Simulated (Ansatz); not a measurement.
# AlCl2F (SMILES [F][Al]([Cl])[Cl]): levels of theory compared

We compute a comparison of 6 runs (B2PLYP/STO-3G, PBE0/STO-3G, UB3LYP/STO-3G, RPA@PBE/STO-3G, CCSDT(Q)/STO-3G, CCSD(T)/STO-3G) of AlCl2F. 

Program for the calculation: Ansatz 0.2.0.

61 further runs of the same task are left out: 5 that didn't finish, 56 set aside as unsound or not needed.

### Step 1. Starting point

The species is AlCl2F (4 atoms), meant as a singlet with charge 0. As SMILES, `[F][Al]([Cl])[Cl]`. The Al2–F1 distance was set to 2.041 Å, away from the relaxed value.

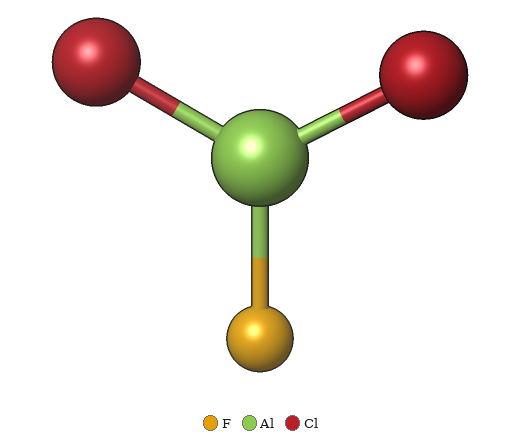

Viewed from a chosen angle; fluorine amber, aluminium green, chlorine red.

### Step 2. A single-point energy at B2PLYP/STO-3G (run 1)

run.yaml

```yaml
crystal:
  periodic: [false, false, false]
  atoms:
    - {symbol: F, position_ang: [0.108077, 0.479901, 2.079574]}
    - {symbol: Al, position_ang: [0.004800, 0.021530, 0.093600]}
    - {symbol: Cl, position_ang: [1.223040, -1.463690, -0.663450]}
    - {symbol: Cl, position_ang: [-1.315270, 1.053930, -1.112510]}
basis:
  gaussian:
    orbitals: STO-3G
hamiltonian:
  xc: {name: B2PLYP}
correlation:
  frozen_orbitals: {Al: 5, Cl: 5, F: 1}
accuracy: high
```

Launch:

```
ansatz run run.yaml --threads 1 --pin off --max-ram 3480MiB --events-out events.jsonl --progress --plain --runs-dir runs
```

Log:

```text
Warning: RAYON_NUM_THREADS=1 ignored (pool sized by the plan → 1); use --threads N
Functional definition: B2PLYP
  name "B2PLYP"
  parameter a = 0.53
  parameter c = 0.27
  exchange = (1 - a)*b88_x + a*exact_x
  correlation = (1 - c)*lyp_c + c*(mp2_os + mp2_ss)
590 factors; integrals over basis functions are off by at most 2.9e-8 eV
mean field evaluation 1: about -33949.6952 eV, gradient 3.2e1 eV
mean field evaluation 2: about -33949.6941 eV, gradient 3.2e1 eV
mean field evaluation 4: about -33955.0208 eV, gradient 5.7e0 eV
mean field evaluation 8: about -33955.1762 eV, gradient 2.1e-1 eV
mean field evaluation 16: about -33955.1768 eV, gradient 1.4e-6 eV
mean field -33955.17678211 eV, -1247.8297310970 hartree, gradient 1.8e-8 eV, S^2 0.000000; 0 other end points of the search recorded, 0 dependent functions left out
16 core orbitals not correlated: weight in the atoms' cores, before any rotation towards them, 0.999 or more for the frozen orbitals, at most 0.000 for the correlated occupied ones
reference -33955.17679983 eV, -1247.8297317483 hartree; 12, 12 occupied and 4, 4 virtual orbitals, 590 factors
second order -2.41377004 eV of doubles, -0.00000000 eV of singles
Total energy: -33955.82851774 eV, -1247.8536819397 hartree
```

Wall time 3.3 s (1 thread of Arm Neoverse V1, shared host); peak memory 0.13 GiB.

### Step 3. The energy at PBE0/STO-3G (run 2)

molecule.yaml

```yaml
crystal:
  periodic: [false, false, false]
  atoms:
    - {symbol: F, position_ang: [0.108077, 0.479901, 2.079574]}
    - {symbol: Al, position_ang: [0.004800, 0.021530, 0.093600]}
    - {symbol: Cl, position_ang: [1.223040, -1.463690, -0.663450]}
    - {symbol: Cl, position_ang: [-1.315270, 1.053930, -1.112510]}
basis:
  gaussian: {orbitals: STO-3G}
hamiltonian: {xc: pbe0}
accuracy: high
```

Launch:

```
ansatz run molecule.yaml --threads 1 --pin off --max-ram 3480MiB --events-out events.jsonl --progress --plain --runs-dir runs
```

Log:

```text
Warning: RAYON_NUM_THREADS=1 ignored (pool sized by the plan → 1); use --threads N
Functional definition: PBE0
  name "PBE0"
  parameter a = 0.25
  parameter kappa = 0.804
  parameter beta = 0.06672455060314922
  exchange = (1 - a)*pbe_x(kappa = kappa, mu = beta*pi^2/3) + a*exact_x
  correlation = pbe_c(beta = beta)
590 factors; integrals over basis functions are off by at most 2.9e-8 eV
mean field evaluation 1: about -33953.0996 eV, gradient 3.4e1 eV
mean field evaluation 2: about -33885.1528 eV, gradient 1.5e2 eV
mean field evaluation 4: about -33958.6321 eV, gradient 4.6e0 eV
mean field evaluation 8: about -33958.7169 eV, gradient 7.3e-2 eV
mean field evaluation 16: about -33958.7169 eV, gradient 7.5e-8 eV
mean field -33958.71687765 eV, -1247.9598272086 hartree, gradient 4.3e-9 eV, S^2 0.000000; 0 other end points of the search recorded, 0 dependent functions left out
reference -33958.71687890 eV, -1247.9598272546 hartree; 28, 28 occupied and 4, 4 virtual orbitals, 590 factors
Total energy: -33958.71687890 eV, -1247.9598272546 hartree
```

Run time: 1.9 s. Hardware: 1 thread of Arm Neoverse V1, shared host; peak memory 0.12 GiB.

### Step 4. The energy at UB3LYP/STO-3G (run 3)

run.yaml, as its differences from that of step 2:

```diff
@@ -8,8 +8,5 @@
 basis:
-  gaussian:
-    orbitals: STO-3G
-hamiltonian:
-  xc: {name: B2PLYP}
-correlation:
-  frozen_orbitals: {Al: 5, Cl: 5, F: 1}
+  gaussian: {orbitals: STO-3G}
+magnetization: {spin_polarized: true, initial_magnetization: 0}
+hamiltonian: {xc: {name: B3LYP}}
 accuracy: high
```

Launch:

```
ansatz run run.yaml --threads 1 --pin off --max-ram 3480MiB --events-out events.jsonl --progress --plain --runs-dir runs
```

Log:

```text
Warning: RAYON_NUM_THREADS=1 ignored (pool sized by the plan → 1); use --threads N
Functional definition: B3LYP
  name "B3LYP"
  parameter a0 = 0.2
  parameter ax = 0.72
  parameter ac = 0.81
  exchange = (1 - a0 - ax)*slater_x + ax*b88_x + a0*exact_x
  correlation = (1 - ac)*vwn_rpa_c + ac*lyp_c
590 factors; integrals over basis functions are off by at most 2.9e-8 eV
mean field evaluation 1: about -33964.7654 eV, gradient 2.5e1 eV
mean field evaluation 2: about -33881.9296 eV, gradient 1.1e2 eV
mean field evaluation 4: about -33970.5519 eV, gradient 3.8e0 eV
mean field evaluation 8: about -33970.6672 eV, gradient 5.2e-2 eV
mean field evaluation 16: about -33970.6672 eV, gradient 3.4e-8 eV
mean field -33970.66724741 eV, -1248.3989951971 hartree, gradient 3.3e-8 eV, S^2 0.000000; 0 other end points of the search recorded, 0 dependent functions left out
reference -33970.66727490 eV, -1248.3989962074 hartree; 28, 28 occupied and 4, 4 virtual orbitals, 590 factors
Total energy: -33970.66727490 eV, -1248.3989962074 hartree
```

Wall time 3.3 s (1 thread of Arm Neoverse V1, shared host); peak memory 0.18 GiB.

Runs 4 to 5 aren't shown in full; the table further down has their settings and results.

### Step 5. A single-point energy at CCSD(T)/STO-3G (run 6)

molecule.yaml, as its differences from that of step 3:

```diff
@@ -8,4 +8,9 @@
 basis:
-  gaussian: {orbitals: STO-3G}
-hamiltonian: {xc: pbe0}
+  gaussian:
+    orbitals: STO-3G
+correlation:
+  method: ccsd_t
+  frozen_orbitals: {Al: 5, Cl: 5, F: 1}
 accuracy: high
+scf:
+  omitted_lower_state_checks: [cluster_reference, increment]
```

Launch:

```
ansatz run molecule.yaml --threads 1 --pin off --max-ram 3480MiB --events-out events.jsonl --progress --plain --runs-dir runs
```

Log:

```text
Warning: RAYON_NUM_THREADS=1 ignored (pool sized by the plan → 1); use --threads N
[... 11 lines left out ...]
16 core orbitals not correlated: weight in the atoms' cores, before any rotation towards them, 0.999 or more for the frozen orbitals, at most 0.000 for the correlated occupied ones
[... 25 lines left out ...]
Total energy: -33917.20951336 eV, -1246.4344597057 hartree
Checks for a lower state left out: cluster_reference, increment
```

Wall time 0.4 s (1 thread of Arm Neoverse V1, shared host).

### Step 6. All runs side by side

```
run            level  frozen core orbitals   energy (Eh)  wall time
  1    B2PLYP/STO-3G                    16  -1247.853682      3.3 s
  2      PBE0/STO-3G                     –  -1247.959827      1.9 s
  3    UB3LYP/STO-3G                     –  -1248.398996      3.3 s
  4   RPA@PBE/STO-3G                    16  -1246.471396      2.8 s
  5  CCSDT(Q)/STO-3G                    16  -1246.435893     0.91 s
  6   CCSD(T)/STO-3G                    16  -1246.434460      0.4 s
```

### Step 7. Outcome

| quantity | value |
| --- | --- |
| run 6: total energy | -1246.43446 Eh |
| run 6: correlation energy (16 core orbitals frozen) | -80.9 mEh |
| run 6: (T) correction | -3.41 mEh |
| run 6: T1 diagnostic | 0.015 |

Totals of different functionals can't be ranked against each other. In runs 5, 6 the log says that unrestricted orbitals would lower the reference, so the values rest on an unstable closed-shell determinant (other closed-shell runs at this shape may share the fault). In runs 1, 2, 3, 4, 5, 6 the basis is minimal, so the values are rough. All runs together took 13 s, the longest 3.3 s.
